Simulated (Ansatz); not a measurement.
# RbSbS3 (model cell, started as cubic perovskite with Sb in the octahedra): following an unstable mode, part 3 of 3

Wanted: the energy along a soft mode of RbSbS3 (model cell, started as cubic perovskite with Sb in the octahedra) and the structure at the end.

Ansatz 0.2.0; DFT PBEsol, scalar-relativistic, plane waves, PAW; PAW set soft_1.

So far. Step 5 (Energy along the mode, all amplitudes (two of the runs …): The lowest of the steps tried is the last one, at 0.6 Å, 28.2 meV/atom below the parent; the bottom of the well need not coincide with a step. Step 7 (The new phase in its own primitive cell): The largest force component left is 0.13 meV/Å and the pressure is 0.007 GPa, within the tolerances set. The cell now holds 25.97 Å³/atom. The relaxed cell has a = 4.993, c = 10.418 Å (conventional setting).

The structure was built from a prototype and need not be the compound's stable phase.

### 8. Modes of the new phase, k-mesh 8×8×4

A relaxed structure may still be a saddle point, so its zone-centre modes are computed. No field response is asked, since the mesh shows no gap.

input.yaml reads:

```yaml
crystal:
  lattice:
    - [4.9931665696, 0.0, 0.0]
    - [0.0, 4.9931665696, 0.0]
    - [0.0, 0.0, 10.4183272657]
  atoms:
    - { symbol: Rb, position: [0.0, 0.0, 0.0] }
    - { symbol: Rb, position: [0.0, 0.0, 0.5] }
    - { symbol: Sb, position: [0.5, 0.5, 0.25] }
    - { symbol: Sb, position: [0.5, 0.5, 0.75] }
    - { symbol: S, position: [0.5, 0.5, 0.5] }
    - { symbol: S, position: [0.5, 0.5, 0.0] }
    - { symbol: S, position: [0.5, 0.0, 0.1925476471] }
    - { symbol: S, position: [0.5, 0.0, 0.8074523529] }
    - { symbol: S, position: [0.0, 0.5, 0.3074523529] }
    - { symbol: S, position: [0.0, 0.5, 0.6925476471] }
kpoints:
  mp_grid: { grid: [8, 8, 4] }
hamiltonian:
  xc: pbesol
  pseudopotentials: { kind: paw, azcp: { folder: soft_1 }, xc_functional: pbe }
scf:
  occupations: { method: methfessel_paxton, width: 0.2 }
output:
  eigenvalues: true
phonons:
  method: dfpt
```

Command:

```bash
$ ansatz run input.yaml --threads 8 --pin off --max-ram 16384MiB --backend cpu --events-out ev --progress --plain --runs-dir out
```

Numbers of over 12 decimals in the logs are rounded to 6 here.

Output:

```text
zone centre: on kpoints.mp_grid the ground state, and the responses unless they are solved on pairs of k-points, stand on 75 of the mesh's 256 k-points, reduced under 4 symmetry operations, with k and −k counted as one. Each operation leaves every solved displacement unchanged or reverses it
[...]
Crystal: 10 atoms, lattice volume = 259.747 Å³
Basis set: ecut = 420 eV, 5103 PW (Γ), exchange–correlation on 72×72×144 points (8 copies of the dense FFT grid, shifted against one another)
Bands: 52, of which v1, the nominal top of the filled ones, is band 42 counted from 1 (41 counted from 0)
Symmetry: 16 space group operations
k-points: 75 of 256 (irreducible under 4 space group operations, time reversal used)
[...]
SCF iter   1: F=—  HF=-24566.224276 eV  |F-HF|=—  |Δ(HF+E_count)|=         —  Δρ=3.44e-2  dr2=8.20e0  ethr=3.10e-3  ⟨swp⟩=10.0  Hψ=19613  notcnv=0
[...]
SCF iter  14: F=-24563.010683 eV  HF=-24563.010683 eV  |F-HF|=7.28e-12  |Δ(HF+E_count)|=  2.55e-11  S|Δr|=    0.00e0  Δρ=5.07e-8  dr2=8.16e-12  ethr=1.00e-12  ⟨swp⟩=18.1  Hψ=29863  notcnv=0
SCF 1 converged in 14 iterations: F = -24563.010683 eV  dr2 = 8.16e-12
[...]
DFPT response loops at Γ: preconditioner auto → Kerker (q_TF=auto, 2.260 Å⁻¹) (partly filled bands, converged f_vac=0.024); β = 1.00, the filter's whole step (`scf.mixing.beta` (0.50) is not read by the response loops under this deck's `scf.mixing.preconditioner`; to damp them name `kerker` or `kerker_dos`, under which they read `scf.mixing.beta`, and type it under 1.00, their step now; both keys bind the ground state too); Broyden in place of MSR1
SCF converged after 14 iterations
[...]
Free energy (F): -24563.010683 eV
[...]
Internal energy: -24563.013652 eV  (E = F + TS)
E sigma→0 (E₀):  -24563.011425 eV
Entropy (-TS):   0.002969 eV (0.297 meV/atom)
Fermi energy:    5.532504 eV
Step filling:    the computed levels leave a gap of 0.0000 eV = 0.0 smearing widths at the electron count; against every level under it full and every level over it empty, smearing changes F+E_penalty+E_count by +2.136 meV and its σ→0 estimate by +1.394 meV
[...]
--- Band table (eV; the first three rows and the last of 75) ---
  k-point 0: bands = [... 38 lower, 4.8242, 4.8242, 5.1183, 5.2589, 5.2589, 6.5661, 6.9540, 9.8002, ... 6 higher]
  k-point 1: bands = [... 38 lower, 4.9383, 4.9383, 5.1794, 5.2120, 5.2120, 5.8521, 8.1599, 9.9630, ... 6 higher]
  k-point 2: bands = [... 38 lower, 5.0926, 5.0926, 5.0930, 5.0930, 5.4038, 5.4038, 9.6696, 9.6696, ... 6 higher]
  k-point 74: bands = [... 38 lower, 4.9771, 4.9771, 5.4369, 5.4369, 7.1971, 7.1971, 7.8657, 7.8657, ... 6 higher]
--- Phonons (Γ-DFPT): 11 representative perturbations + reference, on 75 of 256 k-points (Σ response iterations 33) ---
  k mesh reduced under 4 symmetry operations, with k and −k counted as one. Each operation leaves every solved displacement unchanged or reverses it
  ASR residual: 8.035e-5 → 0.000e0 eV/Å²; symmetrization residual: 7.687e-6 eV/Å²
  ASR residual per site (eV/Å²): 8.03e-5 8.03e-5 4.98e-5 4.98e-5 3.79e-5 3.79e-5 1.37e-5 1.37e-5 1.37e-5 1.37e-5
  Γ frequencies (cm⁻¹): -54.17 -54.17 -18.03 -18.03 0.00 0.00 0.00 12.49 25.32 25.32 62.57 62.57 73.24 82.63 82.63 105.55 105.55 116.95 128.27 133.45 148.25 148.25 155.85 157.09 177.92 194.07 194.07 211.61 211.81 211.81
  non-analytic LO–TO correction: not included (Born effective charges unavailable; polar crystals: no LO–TO splitting at Γ)
```

It took 2.3 min on 8 threads of Arm Neoverse V2, shared host; peak memory 3.4 GiB; 18 min of CPU time.

Numbers from this step:

```
sum-rule residual before enforcement                    : 8.03e-5 eV/Å²
point group                                             : 4/mmm
highest optical mode at the zone centre (no LO-TO term) : 211.8 cm⁻¹
lowest optical zone-centre mode                         : -54.17 cm⁻¹
```

Patterns of degenerate modes are one choice out of their space. The modes at Γ (shares of kinetic energy by element, %) (negative means imaginary):

```
mode  frequency (cm⁻¹)  symmetry  Rb %  Sb %  S %
   1             -54.2        Eu    22    16   62
   2             -54.2        Eu    22    16   62
   3             -18.0        Eu    30    31   39
   4             -18.0        Eu    30    31   39
   5               0.0  acoustic    28    40   32
   6               0.0  acoustic    28    40   32
   7               0.0  acoustic    28    40   32
   8              12.5       B2u    60     0   40
   9              25.3        Eg     0    91    9
  10              25.3        Eg     0    91    9
  11              62.6        Eu    60     5   35
  12              62.6        Eu    60     5   35
  13              73.2       A2u    49    48    3
  14              82.6        Eg     0     2   98
  15              82.6        Eg     0     2   98
  16             105.5        Eu    13     0   87
  17             105.5        Eu    13     0   87
  18             117.0       A2u    19    12   69
  19             128.3       B2u    40     0   60
  20             133.4       B1g     0    48   52
  21             148.2        Eu    45     1   54
  22             148.2        Eu    45     1   54
  23             155.8       A1g     0     0  100
  24             157.1       A2u     4     0   96
  25             177.9       B1g     0    52   48
  26             194.1        Eg     0     7   93
  27             194.1        Eg     0     7   93
  28             211.6       B2u     0     0  100
  29             211.8        Eu     2     7   90
  30             211.8        Eu     2     7   90
```

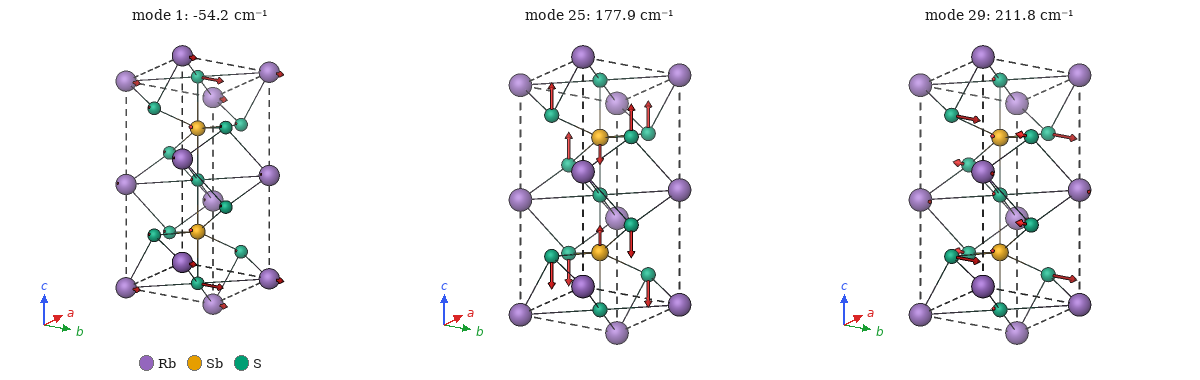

Displacement patterns of modes 1, 25 and 29 at Γ; arrows are exaggerated. Some periodic images of atoms are drawn too.

Before it was imposed, the acoustic sum rule was missed by 8.0e-5 eV/Å². Small misses are needed for a sound result but don't prove that mesh and cutoff are converged. The lowest optical mode is imaginary, 54.2i cm⁻¹, so the energy falls along it.

### 9. Outcome

- unstable mode of the parent: q = (0, 0, -0.5), 126i cm⁻¹
- depth at the lowest point sampled: 28.2 meV/atom
- largest atomic shift at that point: 0.6 Å
- space group reached (within 0.01 Å): P4_2/mmc
- energy gained over the parent (first relaxation, on the mesh of the frozen mode): 37.4 meV/atom
- volume per atom, phase reached: 26.0 Å³
- lowest optical zone-centre mode, phase reached: -54.2 cm⁻¹
- highest optical mode at the zone centre (no LO-TO term), phase reached: 212 cm⁻¹

What this shows: Along this mode the structure falls into P4_2/mmc, 37.4 meV/atom below the parent. At the parent's cell the well is 28.18 meV/atom deep on the steps tried, with its lowest point at a shift of 0.6 Å. That is the last step tried, so the steps alone don't bracket the bottom of the well. Relaxing atoms and cell changes the gain by +9.19 meV/atom against the lowest step (energies at zero smearing). The new phase still has an imaginary mode at the zone centre of its cell, so it is a saddle point on the way to a lower structure. Of the 4 patterns followed to their end from this parent, this one reaches the lowest energy. Each path keeps the symmetry of its pattern, so a lower phase may lie along a pattern not tried. With no gap, or one that is small against the smearing, the frequencies hang on the k mesh and the smearing, most of all near Kohn anomalies. A semilocal functional can close a gap that the real compound would have, so the metallic treatment may be an artefact of the level. Spin-orbit coupling is left out, which can matter for the heavy elements here. The PAW files were made for PBE and serve the other functionals too. A phonon run warned that its eigensolver left some bands unconverged in a pass. The starting cell was built on a prototype and not taken from a measurement, so the phase need not exist.

[Logs are printed without paths, hosts, clocks, repeated set-up lines and the standing remarks that a program may print on its own settings, such as how far it seeks lower states.]

[Hosts, paths, dates, database ids (printed as entryN), source tags and the programs' standing remarks are cut or masked in the printed files.]
